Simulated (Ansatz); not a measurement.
# ZnSnS2: what a guessed cell relaxes into

Aim: relax a trial structure of ZnSnS2 and see where it ends.

Method: DFT PBE, scalar-relativistic, plane waves, PAW, in Ansatz 0.2.0.

### Step 1. The structure to begin with

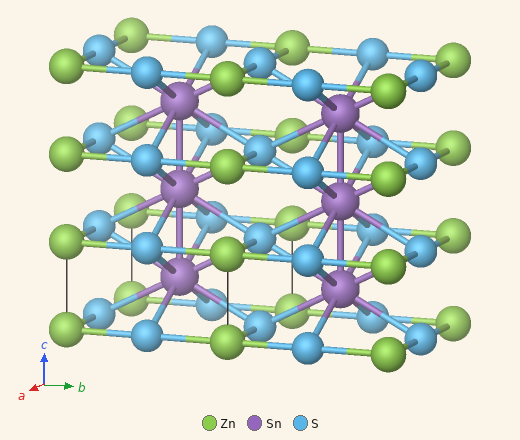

The starting structure, seen slightly off an axis (zinc green, tin purple, sulfur blue). 1×2×3 cells are drawn. Atoms on the faces are drawn again on the opposite ones.

Coordinates:

```cif
data_structure
_symmetry_space_group_name_H-M 'P4/mmm'
_symmetry_Int_Tables_number 123
_cell_length_a 5.2284
_cell_length_b 5.2284
_cell_length_c 2.6950
_cell_angle_alpha 90.000
_cell_angle_beta 90.000
_cell_angle_gamma 90.000
_cell_volume 73.67
loop_
_atom_site_label
_atom_site_type_symbol
_atom_site_symmetry_multiplicity
_atom_site_Wyckoff_symbol
_atom_site_fract_x
_atom_site_fract_y
_atom_site_fract_z
_atom_site_occupancy
Zn1 Zn 1 a 0.00000 0.00000 0.00000 1
Sn1 Sn 1 d 0.50000 0.50000 0.50000 1
S1 S 2 f 0.50000 0.00000 0.00000 1
```

A structure generator made this guess: perovskite family, infinite layers (P4/mmm, No. 123). The dimensions are guesses.

### Step 2. Probe: one point on a coarse mesh

File input.yaml:

```yaml
crystal:
  lattice:
    - [5.22835464, 0.0, 0.0]
    - [0.0, 5.22835464, 0.0]
    - [0.0, 0.0, 2.69503389]
  atoms:
    - { symbol: Zn, position: [0.0, 0.0, 0.0] }
    - { symbol: Sn, position: [0.5, 0.5, 0.5] }
    - { symbol: S, position: [0.5, 0.0, 0.0] }
    - { symbol: S, position: [0.0, 0.5, 0.0] }
basis:
  ecutwfc: 420
kpoints:
  mp_grid: { grid: [4, 4, 6] }
hamiltonian:
  xc: pbe
scf:
  occupations: { method: gaussian, width: 0.1 }
  lower_state_search: "off"
output:
  forces: true
  stress: true
  eigenvalues: true
```

Launch:

```sh
$ ansatz run input.yaml --threads 1 --pin off --max-ram 2048MiB --backend cpu --events-out ev --progress --plain --runs-dir out
```

Standard output, shortened:

```text
[...]
SCF converged after 9 iterations
Free energy (F): -11146.495416 eV
[...]
E sigma→0 (E₀):  -11146.488620 eV
Entropy (-TS):   -0.013593 eV (-3.398 meV/atom)
Fermi energy:    10.198683 eV
[...]
--- Forces (eV/Å), atoms counted from 1 ---
  atom   1  Zn    -0.00000000     0.00000000     0.00000000
  atom   2  Sn     0.00000000     0.00000000     0.00000000
  atom   3  S      0.00000000    -0.00000000     0.00000000
  atom   4  S      0.00000000     0.00000000     0.00000000
[...]
--- Stress (GPa, compression-positive) ---
        0.970360       0.000000       0.000000
        0.000000       0.970360       0.000000
        0.000000       0.000000      28.885821
  P = ⅓ Tr σ = 10.2755 GPa (102.755 kbar)
--- Band table (eV; the first three rows and the last of 24) ---
  k-point 0: bands = ["-12.4028", "-11.8215", "-11.7947", "-11.6343", "-11.6343", "-4.7799", "-3.2255", "2.4185", "2.5943", "3.2253", "3.3805", "3.4098", "3.4098", "3.7383", "3.7383", "6.5511", "6.5511", "7.0338", "12.2422", "12.7617", "13.8488", "15.9385", "15.9385"]
[...]
```

It took 2.9 s on 1 thread of AMD EPYC 7R43 (Zen 3), shared host; peak memory 0.39 GiB.

Read-out: pressure 10.3 GPa, largest force 0.00 eV/Å, gap on this mesh none (metal). A guess like this is first relaxed loosely on the coarse mesh.

### Step 3. Rough relaxation on the coarse mesh

Changes to input.yaml since step 2:

```diff
@@ -23 +23,6 @@
   eigenvalues: true
+relax:
+  adjacent_minimum: "off"
+  f_tol: 0.04
+  max_steps: 70
+  cell: { stress_tol: 0.4 }
```

Launch:

```sh
$ ansatz run input.yaml --threads 1 --pin off --max-ram 2048MiB --backend cpu --events-out ev --progress --plain --runs-dir out
```

Standard output:

```text
Warning: RAYON_NUM_THREADS=1 ignored (pool sized by the plan → 1); use --threads N
Engine: ansatz 0.2.0, x86_64-unknown-linux-gnu
Pseudopotentials: kind: paw
Pseudopotential: Zn, paw, valence charge 12, recommended cutoff 420 eV (normal), Zn.paw.azcp
Pseudopotential: Sn, paw, valence charge 14, recommended cutoff 420 eV (normal), Sn.paw.azcp
Pseudopotential: S, paw, valence charge 6, recommended cutoff 420 eV (normal), S.paw.azcp
Functional definition: PBE
  parameter kappa = 0.804
  parameter beta = 0.06672455060314922
  exchange = pbe_x(kappa = kappa, mu = beta*pi^2/3)
  correlation = pbe_c(beta = beta)
Crystal: 4 atoms, lattice volume = 73.671 Å³
Basis set: ecut = 420 eV, 1449 PW (Γ), exchange–correlation on 72×72×40 points (8 copies of the dense FFT grid, shifted against one another)
Bands: 23, of which v1, the nominal top of the filled ones, is band 19 counted from 1 (18 counted from 0)
Symmetry: 16 space group operations
Space group: P4/mmm (ITA 123), of the structure as read, at distance tolerance 4.2e-5 Å
k-points: 24 of 96
Non-local potential: Zn, projectors of the file, l = 0: 2, l = 1: 2, l = 2: 3, l = 3: 1
Non-local potential: Sn, projectors of the file, l = 0: 2, l = 1: 2, l = 2: 2, l = 3: 2
Non-local potential: S, projectors of the file, l = 0: 2, l = 1: 2, l = 2: 2
PAW form: soft (Blöchl's): semilocal exchange-correlation on the pseudo side does not see the compensation charge
PAW one-centre angular grid: Zn, 590 points (default); XC on 64 Gauss nodes
PAW one-centre angular grid: Sn, 590 points (default); XC on 64 Gauss nodes
PAW one-centre angular grid: S, 110 points (default); XC on 64 Gauss nodes
Initial density: superposition of atomic densities (neutral atoms: chi_scale 0, normalization atom), corrected by the library's trained network
Initial wavefunctions: pseudopotential atomic-orbital guess
Functional: x = pbe(κ = 0.804, μ = 0.2195149727645171), c = pbe(β = 0.06672455060314922)
SCF iter   1: F=—  HF=-11146.562093 eV  |F-HF|=—  |Δ(HF+E_count)|=         —  Δρ=1.19e-2  dr2=2.36e-1  ethr=1.77e-3  ⟨swp⟩=5.9  Hψ=2625  notcnv=0
preconditioner: auto → none  [insulator: Δε(μ)=0.123 eV  Ē_g=13.021 eV  σ=0.100 eV  W_gap=0.53  n_scr=14 (ndim 8)  ℏωp=26.7 eV  f_vac=0.000  D(μ)=1.28/eV (n_scr^D=8)  ε∞_Penn≈5.2]
SCF iter   2: F=—  HF=-11146.498059 eV  |F-HF|=—  |Δ(HF+E_count)|=   6.40e-2  Δρ=2.98e-3  dr2=1.45e-2  ethr=6.20e-4  ⟨swp⟩=2.0  Hψ=839  notcnv=0  defer=5
SCF iter   3: F=—  HF=-11146.495354 eV  |F-HF|=—  |Δ(HF+E_count)|=   2.70e-3  Δρ=1.01e-3  dr2=9.20e-4  ethr=3.82e-5  ⟨swp⟩=2.1  Hψ=795  notcnv=0  defer=5
SCF iter   4: F=—  HF=-11146.495220 eV  |F-HF|=—  |Δ(HF+E_count)|=   1.34e-4  Δρ=5.61e-4  dr2=1.80e-4  ethr=2.42e-6  ⟨swp⟩=2.0  Hψ=840  notcnv=0  defer=5
SCF iter   5: F=—  HF=-11146.495230 eV  |F-HF|=—  |Δ(HF+E_count)|=   9.94e-6  Δρ=1.94e-4  dr2=4.15e-5  ethr=4.73e-7  ⟨swp⟩=2.0  Hψ=792  notcnv=0  defer=5
SCF iter   6: F=—  HF=-11146.495416 eV  |F-HF|=—  |Δ(HF+E_count)|=   1.86e-4  Δρ=8.79e-5  dr2=7.45e-6  ethr=1.09e-7  ⟨swp⟩=2.5  Hψ=831  notcnv=0  defer=5
SCF iter   7: F=—  HF=-11146.495417 eV  |F-HF|=—  |Δ(HF+E_count)|=   9.37e-7  Δρ=4.49e-5  dr2=3.09e-6  ethr=1.96e-8  ⟨swp⟩=2.0  Hψ=877  notcnv=0  defer=5
SCF iter   8: F=—  HF=-11146.495417 eV  |F-HF|=—  |Δ(HF+E_count)|=   5.05e-7  Δρ=2.04e-5  dr2=6.36e-7  ethr=8.14e-9  ⟨swp⟩=1.0  Hψ=548  notcnv=0  defer=5
SCF iter   9: F=-11146.495416 eV  HF=-11146.495416 eV  |F-HF|=2.85e-8  |Δ(HF+E_count)|=   1.25e-7  Δρ=4.92e-6  dr2=3.65e-8  ethr=2.63e-10  ⟨swp⟩=4.8  Hψ=2237  notcnv=0
SCF 1 converged in 9 iterations: F = -11146.495416 eV  dr2 = 3.65e-8
relax step   1: F+E_penalty+E_count = -11146.49541643 eV  Δ(F+E_penalty+E_count) = +0.000e0 eV  max|allowed force component| = 8.973e-30 eV/Å  Δτ_max = 0.0000 Å  P = +10.276 GPa  Ω = 73.671 Å³  (9 SCF iters, dr2 threshold 1.00e-7 eV, accepted)
Crystal: 4 atoms, lattice volume = 77.443 Å³
Basis set: ecut = 420 eV, 1521 PW (Γ), exchange–correlation on 72×72×40 points (8 copies of the dense FFT grid, shifted against one another)
Initial density: handed on by an earlier stage of this run
Initial wavefunctions: those handed on with the density
iter 1 solved again at ethr=3.24e-5 eV; its pass at ethr=3.10e-3 eV (dr2=1.23e-2 eV) is discarded
SCF iter   1: F=—  HF=-11147.019576 eV  |F-HF|=—  |Δ(HF+E_count)|=         —  Δρ=2.98e-3  dr2=1.23e-2  ethr=3.24e-5  ⟨swp⟩=1.6  Hψ=3525  notcnv=0
preconditioner: auto → Kerker (q_TF=auto, 2.423 Å⁻¹)  [metal: Δε(μ)=0.058 eV  Ē_g=12.900 eV  σ=0.100 eV  W_gap=0.31  n_scr=14 (ndim 8)  ℏωp=26.0 eV  f_vac=0.000  D(μ)=1.63/eV (n_scr^D=8)]
SCF iter   2: F=—  HF=-11147.017567 eV  |F-HF|=—  |Δ(HF+E_count)|=   2.01e-3  Δρ=1.96e-3  dr2=5.17e-3  ethr=3.24e-5  ⟨swp⟩=1.0  Hψ=553  notcnv=0
SCF iter   3: F=—  HF=-11147.016187 eV  |F-HF|=—  |Δ(HF+E_count)|=   1.38e-3  Δρ=5.68e-4  dr2=2.46e-4  ethr=1.36e-5  ⟨swp⟩=2.0  Hψ=830  notcnv=0
SCF iter   4: F=—  HF=-11147.016350 eV  |F-HF|=—  |Δ(HF+E_count)|=   1.63e-4  Δρ=3.55e-4  dr2=6.49e-5  ethr=6.48e-7  ⟨swp⟩=2.0  Hψ=824  notcnv=0
SCF iter   5: F=—  HF=-11147.016331 eV  |F-HF|=—  |Δ(HF+E_count)|=   1.93e-5  Δρ=1.20e-4  dr2=9.93e-6  ethr=1.71e-7  ⟨swp⟩=2.0  Hψ=695  notcnv=0
SCF iter   6: F=—  HF=-11147.016331 eV  |F-HF|=—  |Δ(HF+E_count)|=   5.24e-7  Δρ=3.10e-5  dr2=7.31e-7  ethr=2.61e-8  ⟨swp⟩=2.8  Hψ=1099  notcnv=0
SCF iter   7: F=-11147.016331 eV  HF=-11147.016331 eV  |F-HF|=1.38e-8  |Δ(HF+E_count)|=   2.80e-7  Δρ=5.78e-6  dr2=3.16e-8  ethr=1.05e-9  ⟨swp⟩=5.8  Hψ=2461  notcnv=0
SCF 2 converged in 7 iterations: F = -11147.016331 eV  dr2 = 3.16e-8
relax step   2: F+E_penalty+E_count = -11147.01633137 eV  Δ(F+E_penalty+E_count) = -5.209e-1 eV  max|allowed force component| = 3.757e-29 eV/Å  Δτ_max = 0.0000 Å  P = +4.956 GPa  Ω = 77.443 Å³  energy of the carried Pulay correction = -1.350e-3 eV  (7 SCF iters, dr2 threshold 4.00e-7 eV, accepted)
Crystal: 4 atoms, lattice volume = 79.716 Å³
Basis set: ecut = 420 eV, 1529 PW (Γ), exchange–correlation on 72×72×40 points (8 copies of the dense FFT grid, shifted against one another)
iter 1 solved again at ethr=4.97e-5 eV; its pass at ethr=3.10e-3 eV (dr2=1.89e-2 eV) is discarded
SCF iter   1: F=—  HF=-11147.314291 eV  |F-HF|=—  |Δ(HF+E_count)|=         —  Δρ=2.68e-3  dr2=1.90e-2  ethr=4.97e-5  ⟨swp⟩=1.5  Hψ=3604  notcnv=0
preconditioner: auto → Kerker (q_TF=auto, 2.411 Å⁻¹)  [metal: Δε(μ)=0.091 eV  Ē_g=12.838 eV  σ=0.100 eV  W_gap=0.46  n_scr=10 (ndim 8)  ℏωp=25.6 eV  f_vac=0.000  D(μ)=1.43/eV (n_scr^D=8)]
SCF iter   2: F=—  HF=-11147.311267 eV  |F-HF|=—  |Δ(HF+E_count)|=   3.02e-3  Δρ=1.59e-3  dr2=5.84e-3  ethr=4.97e-5  ⟨swp⟩=1.0  Hψ=552  notcnv=0
SCF iter   3: F=—  HF=-11147.310360 eV  |F-HF|=—  |Δ(HF+E_count)|=   9.07e-4  Δρ=8.36e-4  dr2=4.58e-4  ethr=1.54e-5  ⟨swp⟩=2.1  Hψ=801  notcnv=0
SCF iter   4: F=—  HF=-11147.310126 eV  |F-HF|=—  |Δ(HF+E_count)|=   2.34e-4  Δρ=3.41e-4  dr2=7.84e-5  ethr=1.21e-6  ⟨swp⟩=2.2  Hψ=844  notcnv=0
SCF iter   5: F=—  HF=-11147.310309 eV  |F-HF|=—  |Δ(HF+E_count)|=   1.83e-4  Δρ=1.04e-4  dr2=9.76e-6  ethr=2.06e-7  ⟨swp⟩=2.1  Hψ=789  notcnv=0
SCF iter   6: F=-11147.310308 eV  HF=-11147.310308 eV  |F-HF|=1.04e-7  |Δ(HF+E_count)|=   6.13e-7  Δρ=1.92e-5  dr2=3.11e-7  ethr=1.05e-9  ⟨swp⟩=5.5  Hψ=3157  notcnv=0
SCF 3 converged in 6 iterations: F = -11147.310308 eV  dr2 = 3.11e-7
relax step   3: F+E_penalty+E_count = -11147.31030809 eV  Δ(F+E_penalty+E_count) = -2.940e-1 eV  max|allowed force component| = 3.708e-29 eV/Å  Δτ_max = 0.0000 Å  P = +2.259 GPa  Ω = 79.716 Å³  energy of the carried Pulay correction = -2.191e-3 eV  (6 SCF iters, dr2 threshold 4.00e-7 eV, accepted)
[... from here on, the SCF cycles and remarks between the steps are left out ...]
relax step   4: F+E_penalty+E_count = -11147.52247541 eV  Δ(F+E_penalty+E_count) = -2.122e-1 eV  max|allowed force component| = 1.282e-30 eV/Å  Δτ_max = 0.0000 Å  P = +1.340 GPa  Ω = 81.200 Å³  energy of the carried Pulay correction = -2.778e-3 eV  (8 SCF iters, dr2 threshold 4.00e-7 eV, accepted)
relax step   5: F+E_penalty+E_count = -11147.81020235 eV  Δ(F+E_penalty+E_count) = -2.877e-1 eV  max|allowed force component| = 7.499e-29 eV/Å  Δτ_max = 0.0000 Å  P = +0.387 GPa  Ω = 82.258 Å³  energy of the carried Pulay correction = -3.234e-3 eV  (7 SCF iters, dr2 threshold 4.00e-7 eV, accepted)
relax step   6: F+E_penalty+E_count = -11148.08571305 eV  Δ(F+E_penalty+E_count) = -2.755e-1 eV  max|allowed force component| = 3.787e-29 eV/Å  Δτ_max = 0.0000 Å  P = -0.131 GPa  Ω = 82.548 Å³  energy of the carried Pulay correction = -3.463e-3 eV  (6 SCF iters, dr2 threshold 4.00e-7 eV, accepted)
relax step   7: F+E_penalty+E_count = -11148.19795113 eV  Δ(F+E_penalty+E_count) = -1.122e-1 eV  max|allowed force component| = 4.930e-31 eV/Å  Δτ_max = 0.0000 Å  P = +3.182 GPa  Ω = 79.588 Å³  energy of the carried Pulay correction = -2.721e-3 eV  (6 SCF iters, dr2 threshold 4.00e-7 eV, accepted)
relax step   8: F+E_penalty+E_count = -11148.22568467 eV  Δ(F+E_penalty+E_count) = -2.773e-2 eV  max|allowed force component| = 2.751e-28 eV/Å  Δτ_max = 0.0000 Å  P = +0.542 GPa  Ω = 81.995 Å³  energy of the carried Pulay correction = -3.454e-3 eV  (7 SCF iters, dr2 threshold 4.00e-7 eV, accepted)
relax step   9: F+E_penalty+E_count = -11148.22688589 eV  Δ(F+E_penalty+E_count) = -1.201e-3 eV  max|allowed force component| = 3.456e-29 eV/Å  Δτ_max = 0.0000 Å  P = -0.243 GPa  Ω = 82.903 Å³  energy of the carried Pulay correction = -3.761e-3 eV  (6 SCF iters, dr2 threshold 4.00e-7 eV, accepted)
relax step  10: F+E_penalty+E_count = -11148.22754523 eV  Δ(F+E_penalty+E_count) = -6.593e-4 eV  max|allowed force component| = 6.409e-31 eV/Å  Δτ_max = 0.0000 Å  P = -0.004 GPa  Ω = 82.616 Å³  energy of the carried Pulay correction = -3.663e-3 eV  (6 SCF iters, dr2 threshold 4.00e-7 eV, accepted)
relax step  11: F+E_penalty+E_count = -11148.35483621 eV  Δ(F+E_penalty+E_count) = -1.273e-1 eV  max|allowed force component| = 5.916e-31 eV/Å  Δτ_max = 0.0000 Å  P = +1.762 GPa  Ω = 82.616 Å³  stress off target by 4.94e0 GPa  SCF on the basis re-selected at this cell (its energy is not comparable with the rows above)  (8 SCF iters)
relax step  12: F+E_penalty+E_count = -11148.41044474 eV  Δ(F+E_penalty+E_count) = -5.561e-2 eV  max|allowed force component| = 4.235e-29 eV/Å  Δτ_max = 0.0000 Å  P = +0.770 GPa  Ω = 85.060 Å³  energy of the carried Pulay correction = -6.741e-4 eV  (7 SCF iters, dr2 threshold 4.00e-7 eV, accepted)
relax step  13: F+E_penalty+E_count = -11148.42851680 eV  Δ(F+E_penalty+E_count) = -1.807e-2 eV  max|allowed force component| = 1.282e-30 eV/Å  Δτ_max = 0.0000 Å  P = +0.006 GPa  Ω = 87.102 Å³  energy of the carried Pulay correction = -1.288e-3 eV  (6 SCF iters, dr2 threshold 4.00e-7 eV, accepted)
Basis set: ecut = 420 eV, 1697 PW (Γ), exchange–correlation on 72×72×50 points (8 copies of the dense FFT grid, shifted against one another)
iter 1 solved again at ethr=9.83e-8 eV; its pass at ethr=3.10e-3 eV (dr2=3.74e-5 eV) is discarded
SCF iter   1: F=—  HF=-11148.426628 eV  |F-HF|=—  |Δ(HF+E_count)|=         —  Δρ=3.92e-4  dr2=4.47e-6  ethr=9.83e-8  ⟨swp⟩=3.1  Hψ=4065  notcnv=0
preconditioner: auto → Kerker (q_TF=auto, 2.376 Å⁻¹)  [metal: Δε(μ)=0.093 eV  Ē_g=12.919 eV  σ=0.100 eV  W_gap=0.45  n_scr=18 (ndim 8)  ℏωp=24.5 eV  f_vac=0.000  D(μ)=0.81/eV (n_scr^D=4)]
SCF iter   2: F=—  HF=-11148.429081 eV  |F-HF|=—  |Δ(HF+E_count)|=   2.45e-3  Δρ=2.05e-4  dr2=2.41e-6  ethr=1.18e-8  ⟨swp⟩=2.0  Hψ=873  notcnv=0
SCF iter   3: F=—  HF=-11148.429683 eV  |F-HF|=—  |Δ(HF+E_count)|=   6.02e-4  Δρ=6.88e-5  dr2=1.66e-7  ethr=6.34e-9  ⟨swp⟩=2.0  Hψ=812  notcnv=0
SCF iter   4: F=—  HF=-11148.429763 eV  |F-HF|=—  |Δ(HF+E_count)|=   7.98e-5  Δρ=8.01e-6  dr2=4.68e-8  ethr=4.36e-10  ⟨swp⟩=2.0  Hψ=876  notcnv=0
SCF iter   5: F=—  HF=-11148.429763 eV  |F-HF|=—  |Δ(HF+E_count)|=   2.59e-7  Δρ=2.68e-6  dr2=8.95e-9  ethr=1.23e-10  ⟨swp⟩=2.0  Hψ=751  notcnv=0
SCF iter   6: F=-11148.429763 eV  HF=-11148.429763 eV  |F-HF|=1.13e-8  |Δ(HF+E_count)|=   1.89e-8  Δρ=1.33e-6  dr2=2.26e-9  ethr=6.74e-12  ⟨swp⟩=4.8  Hψ=1947  notcnv=0
SCF 14 converged in 6 iterations: F = -11148.429763 eV  dr2 = 2.26e-9
relax step  14: F+E_penalty+E_count = -11148.42976310 eV  Δ(F+E_penalty+E_count) = -1.246e-3 eV  max|allowed force component| = 3.907e-29 eV/Å  Δτ_max = 0.0000 Å  P = -0.004 GPa  Ω = 87.102 Å³  stress off target by 3.92e-1 GPa  SCF on the basis re-selected at this cell (its energy is not comparable with the rows above)  (6 SCF iters)
basis re-selected at this cell: Δ(F+E_penalty+E_count) = -1.246e-3 eV, ΔP = -0.009 GPa vs the last step (what re-selecting the basis moved, of the pressure what is left beyond the Pulay correction that the steps carried, after the strain that the cell walked since its last selection, with what the two solves' SCF thresholds leave and, on support functions, any second-order correction that the steps lacked; it is no measure of the basis error at this ecutwfc). The dense FFT grid was sized anew with the basis: this SCF ran on 36×36×25 points, the steps before it on 36×36×24, so part of this shift can come from that change (see relax.cell in the input reference). This SCF's stress stands 3.92e-1 GPa from its target on what of the cell is left free (relax.cell.stress_tol is 4.00e-1 GPa) and its largest allowed force component is 3.91e-29 eV/Å (relax.f_tol is 4.00e-2 eV/Å): within both
SCF converged after 6 iterations
Free energy (F): -11148.429763 eV
Harris-Foulkes:  -11148.429763 eV  (|F-HF|=1.13e-8)
Internal energy: -11148.425685 eV  (E = F + TS)
E sigma→0 (E₀):  -11148.427724 eV
Entropy (-TS):   -0.004078 eV (-1.019 meV/atom)
Fermi energy:    7.760239 eV
--- Per-component energies (eV) ---
  E_band       = -87.493435
  E_kinetic    = 527.725183
  E_local      = -3025.810625  (includes V_loc(G=0)·N_el)
  E_nonlocal   = 638.870510
  E_hartree    = 1425.150412
  E_xc         = -713.831202
  E_vxc        = -322.149260  (∫ρ·V_xc dr)
  E_paw        = -7161.251090  (= ΣΔE_a)
  E_vpaw       = -756.430347  (= ΣTr[D̂ρ^β])
  E_aug_tail   = -0.000356  (compensation charges beyond the density's cutoff)
  E_ewald      = -2839.278517
  E_smearing   = -0.004078  (= −TS)
  E_closure    = -0.000000  (closes the sum)
  Σ components = -11148.429763   (vs F -11148.429763, Δ=0.00e0)
--- Forces (eV/Å), atoms counted from 1 ---
  atom   1  Zn    -0.00000000     0.00000000     0.00000000
  atom   2  Sn     0.00000000     0.00000000     0.00000000
  atom   3  S     -0.00000000    -0.00000000     0.00000000
  atom   4  S     -0.00000000    -0.00000000     0.00000000
  max |Σ_I F_I| component: 4.61e-29 eV/Å
--- Stress (GPa, compression-positive) ---
       -0.201722      -0.000000       0.000000
       -0.000000      -0.201722       0.000000
        0.000000       0.000000       0.392059
  P = ⅓ Tr σ = -0.0038 GPa (-0.038 kbar)
--- Band table (eV; the first three rows and the last of 24) ---
  k-point 0: bands = ["-13.7439", "-13.7265", "-13.7250", "-13.7008", "-13.7008", "-5.9748", "-4.1681", "0.5477", "0.6946", "0.6946", "0.7404", "1.1107", "2.3603", "2.7544", "2.7544", "5.4240", "5.8773", "5.8773", "6.7422", "7.1016", "12.4416", "12.6777", "12.6777"]
  k-point 1: bands = ["-13.7303", "-13.7260", "-13.7234", "-13.7060", "-13.7060", "-5.8388", "-4.1112", "0.5636", "0.6796", "0.6796", "0.7423", "1.1175", "1.9422", "2.9418", "2.9418", "5.2334", "5.9996", "5.9996", "6.5484", "7.2661", "11.3277", "11.3277", "11.6127"]
  k-point 2: bands = ["-13.7251", "-13.7203", "-13.7163", "-13.7163", "-13.7030", "-5.5294", "-3.9918", "0.5516", "0.6521", "0.6521", "0.7462", "1.0580", "1.1335", "3.3715", "3.3715", "5.6445", "5.7246", "6.3232", "6.3232", "7.9465", "9.3870", "9.4739", "9.4739"]
  k-point 23: bands = ["-13.7272", "-13.7272", "-13.7262", "-13.7125", "-13.6875", "-4.3240", "-4.3240", "0.1986", "0.2768", "0.5149", "0.5453", "0.5453", "1.9444", "2.0277", "2.7496", "3.8391", "3.8391", "7.4198", "7.8265", "7.9896", "12.6766", "12.9430", "12.9430"]
--- Relaxed structure (12 steps of the walk, 12 accepted, 2 SCFs on fresh bases) ---
  F+E_penalty+E_count = -11148.42976310 eV   max|allowed force component| = 3.907e-29 eV/Å   (the final SCF, on the basis selected at the relaxed cell)
  cell:  # Å, volume = 87.1015 Å³
    - [4.839583722662012, 2.462056151073552e-33, 0.0]
    - [3.422858551492498e-33, 4.839583722662012, 0.0]
    - [0.0, 0.0, 3.718858727761156]
  atoms:
    - { symbol: Zn, position: [-4.1253051067061393e-35, 3.56918650401722e-38, 0.0] }
    - { symbol: Sn, position: [0.49999999999999994, 0.49999999999999994, 0.49999999999999994] }
    - { symbol: S, position: [0.49999999999999994, 8.852706683190916e-38, 0.0] }
    - { symbol: S, position: [1.0340748313229355e-34, 0.49999999999999994, 0.0] }
```

Run time: 43 s. Hardware: 1 thread of AMD EPYC 7R43 (Zen 3), shared host; peak memory 0.45 GiB.

The steps of the relaxation:

| step | E - E(step 1) (eV/cell) | largest force component (eV/Å) | pressure (GPa) | volume (Å³) |
| --- | --- | --- | --- | --- |
| 1 | 0.0000 | 0.0000 | 10.28 | 73.67 |
| 2 | -0.5209 | 0.0000 | 4.96 | 77.44 |
| 3 | -0.8149 | 0.0000 | 2.26 | 79.72 |
| 4 | -1.0271 | 0.0000 | 1.34 | 81.20 |
| 5 | -1.3148 | 0.0000 | 0.39 | 82.26 |
| 6 | -1.5903 | 0.0000 | -0.13 | 82.55 |
| 7 | -1.7025 | 0.0000 | 3.18 | 79.59 |
| 8 | -1.7303 | 0.0000 | 0.54 | 82.00 |
| 9 | -1.7315 | 0.0000 | -0.24 | 82.90 |
| 10 | -1.7321 | 0.0000 | 0.00 | 82.62 |
| 11 | -1.8594 | 0.0000 | 1.76 | 82.62 |
| 12 | -1.9150 | 0.0000 | 0.77 | 85.06 |
| 13 | -1.9331 | 0.0000 | 0.01 | 87.10 |
| 14 | -1.9343 | 0.0000 | 0.00 | 87.10 |

Step 1 is the start. Steps 11, 14 each repeat the geometry before them on a plane-wave basis chosen anew, so the energy can jump there without any move.

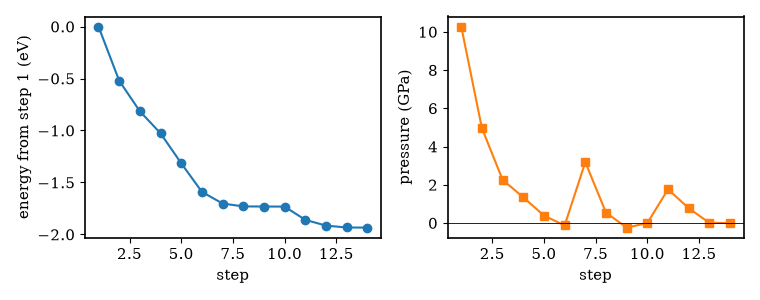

Energy and pressure along the relaxation.

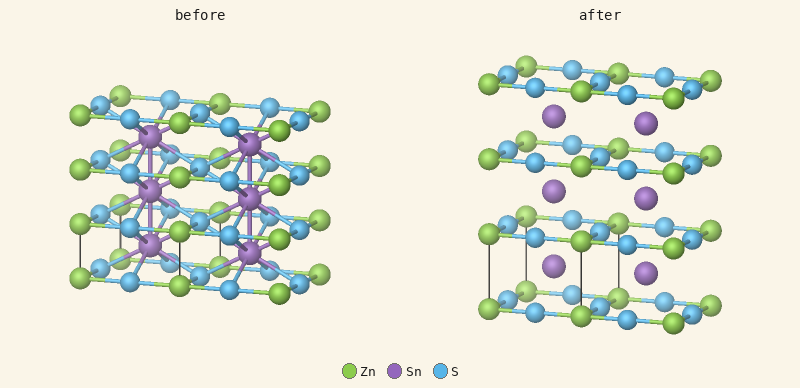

The structure before (left) and after (right) the relaxation, drawn at the same scale.

|  | before | after | change |
| --- | --- | --- | --- |
| a (Å) | 5.228 | 4.840 | -7.4 % |
| b (Å) | 5.228 | 4.840 | -7.4 % |
| c (Å) | 2.695 | 3.719 | +38.0 % |
| volume (Å³/atom) | 18.42 | 21.78 | +18.2 % |
| shortest distance (Å) | 2.614 | 2.420 | -7.4 % |
| space group (0.01 Å) | P4/mmm | P4/mmm | same |

The run keeps the 16 symmetry operations of the start, so it could not have lowered the symmetry.

[end of part 1 of 2]
